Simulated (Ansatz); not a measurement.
# GaSiH7O (SMILES [SiH3][OH+][GaH3-]): PBE-QIDH/6-31G(d) (spherical functions)

Aim: the electronic atomisation energy of GaSiH7O at PBE-QIDH/6-31G* (spherical functions), from 5 runs. 

Program for the calculation: Ansatz 0.2.0.

67 further runs of the same task are left out: 1 that didn't finish, 66 set aside as unsound or not needed.

**1. The molecule**

GaSiH7O: 10 atoms, total charge 0, spin state singlet. As SMILES, `[SiH3][OH+][GaH3-]`. Geometry: relaxed at PBE0-D4/def2-TZVP.

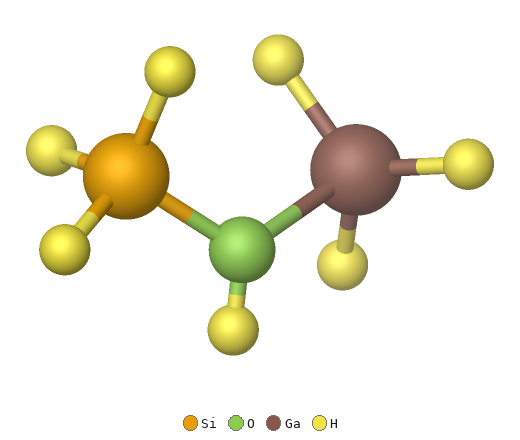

Viewed from a chosen angle; silicon amber, oxygen green, gallium brown, hydrogen yellow.

**2. A single-point energy at PBE-QIDH/6-31G(d) (spherical functions)**

molecule.yaml

```yaml
crystal:
  periodic: [false, false, false]
  atoms:
    - {symbol: Si, position_ang: [-0.484700, 0.680100, -1.289300]}
    - {symbol: O, position_ang: [-0.772200, -0.233700, 0.097500]}
    - {symbol: Ga, position_ang: [0.882100, -0.551000, 1.475200]}
    - {symbol: H, position_ang: [-1.767100, 0.740000, -2.035000]}
    - {symbol: H, position_ang: [0.556000, 0.040700, -2.124900]}
    - {symbol: H, position_ang: [-0.069600, 2.013200, -0.814500]}
    - {symbol: H, position_ang: [-1.323900, -1.014800, 0.010100]}
    - {symbol: H, position_ang: [0.306600, 0.146600, 2.760300]}
    - {symbol: H, position_ang: [1.885600, 0.253500, 0.552600]}
    - {symbol: H, position_ang: [0.870300, -2.125600, 1.370900]}
basis:
  gaussian: {orbitals: 6-31G_st_-spherical.json}
hamiltonian: {xc: {name: PBE-QIDH}}
correlation: {frozen_orbitals: {Ga: 9, H: 0, O: 1, Si: 5}}
accuracy: high
output: {orbitals: {seedname: orbitals}}
```

The basis set 6-31G* is read from a file made from the Basis Set Exchange's data (not shown).

Command:

```
$ ansatz run molecule.yaml --threads 1 --pin off --max-ram 3480MiB --events-out events.jsonl --progress --plain --runs-dir runs
```

What it wrote:

```text
Warning: RAYON_NUM_THREADS=1 ignored (pool sized by the plan → 1); use --threads N
Functional definition: PBE-QIDH
  name "PBE-QIDH"
  parameter a = 3^(-1/3)
  parameter c = 1/3
  exchange = (1 - a)*pbe_x + a*exact_x
  correlation = (1 - c)*pbe_c + c*(mp2_os + mp2_ss)
1782 factors; integrals over basis functions are off by at most 4.7e-9 eV
mean field evaluation 1: about -62375.9107 eV, gradient 3.1e1 eV
mean field evaluation 2: about -62375.9883 eV, gradient 3.1e1 eV
mean field evaluation 4: about -62377.8696 eV, gradient 2.1e0 eV
mean field evaluation 8: about -62377.8842 eV, gradient 7.2e-2 eV
mean field evaluation 16: about -62377.8842 eV, gradient 5.0e-6 eV
mean field -62377.88423967 eV, -2292.3449645594 hartree, gradient 3.5e-8 eV, S^2 0.000000; 0 other end points of the search recorded, 0 dependent functions left out
15 core orbitals not correlated: weight in the atoms' cores, before any rotation towards them, 1.000 or more for the frozen orbitals, at most 0.000 for the correlated occupied ones
reference -62377.88424132 eV, -2292.3449646200 hartree; 15, 15 occupied and 48, 48 virtual orbitals, 1782 factors
second order -15.57864878 eV of doubles, -0.00000000 eV of singles
Total energy: -62383.07712425 eV, -2292.5357995477 hartree
```

It took 14 s on 1 thread of Arm Neoverse V1, shared host; peak memory 0.28 GiB.

**3. The Ga atom at the same level**

molecule.yaml

```yaml
crystal:
  periodic: [false, false, false]
  atoms:
    - {symbol: Ga, position_ang: [0.000000, 0.000000, 0.000000]}
basis:
  gaussian: {orbitals: 6-31G_st_-spherical.json}
correlation: {frozen_orbitals: {Ga: 9}}
magnetization: {spin_polarized: true, initial_magnetization: 1}
hamiltonian: {xc: {name: PBE-QIDH}}
accuracy: high
```

The basis set 6-31G* is read from a file made from the Basis Set Exchange's data (not shown).

Run the same way, it converges to -1923.94112 Eh (log not shown).

**4. The H atom**

job.yaml

```yaml
crystal:
  periodic: [false, false, false]
  atoms:
    - symbol: H
      position_ang: [0.000000, 0.000000, 0.000000]
basis:
  gaussian:
    orbitals: "6-31G*"
hamiltonian:
  xc: {name: PBE-QIDH}
correlation:
  frozen_orbitals: {H: 0}
magnetization:
  spin_polarized: true
  initial_magnetization: 1
accuracy: high
```

Run the same way, it converges to -0.50012 Eh (log not shown).

**5. The O atom, same level**

molecule.yaml

```yaml
crystal:
  periodic: [false, false, false]
  atoms:
    - symbol: O
      position_ang: [0.000000, 0.000000, 0.000000]
basis:
  gaussian:
    orbitals: 6-31G_st_-spherical.json
correlation:
  frozen_orbitals: {O: 1}
accuracy: high
magnetization:
  spin_polarized: true
  initial_magnetization: 2
hamiltonian:
  xc: {name: PBE-QIDH}
```

The basis set 6-31G* is read from a file made from the Basis Set Exchange's data (not shown).

Run the same way, it converges to -74.96097 Eh (log not shown).

**6. The Si atom**

run.yaml

```yaml
crystal:
  periodic: [false, false, false]
  atoms:
    - {symbol: Si, position_ang: [0.000000, 0.000000, 0.000000]}
basis:
  gaussian: {orbitals: 6-31G_st_-spherical.json}
magnetization: {spin_polarized: true, initial_magnetization: 2}
hamiltonian: {xc: {name: PBE-QIDH}}
correlation: {frozen_orbitals: {Si: 5}}
accuracy: high
```

The basis set 6-31G* is read from a file made from the Basis Set Exchange's data (not shown).

Run the same way, it converges to -289.13362 Eh (log not shown).

**7. Results**

Level: PBE-QIDH/6-31G* (spherical functions), 15 core orbitals frozen.

| quantity | value |
| --- | --- |
| molecule: total energy | -2292.53580 Eh |
| molecule: HOMO energy (SCF part's orbitals) | -9.70 eV |
| molecule: LUMO energy (SCF part's orbitals) | 0.99 eV |
| molecule: HOMO–LUMO gap (SCF part's orbitals) | 10.69 eV |
| Ga atom: total energy | -1923.94112 Eh |
| Ga atom: ⟨S²⟩ | 0.755 |
| H atom: total energy | -0.50012 Eh |
| H atom: ⟨S²⟩ | 0.750 |
| O atom: total energy | -74.96097 Eh |
| O atom: ⟨S²⟩ | 2.004 |
| Si atom: total energy | -289.13362 Eh |
| Si atom: ⟨S²⟩ | 2.004 |
| electronic atomisation energy | 27.192 eV |

Taking the molecule apart into free atoms costs 27.19 eV (627 kcal/mol), before zero-point energy and without spin-orbit coupling.
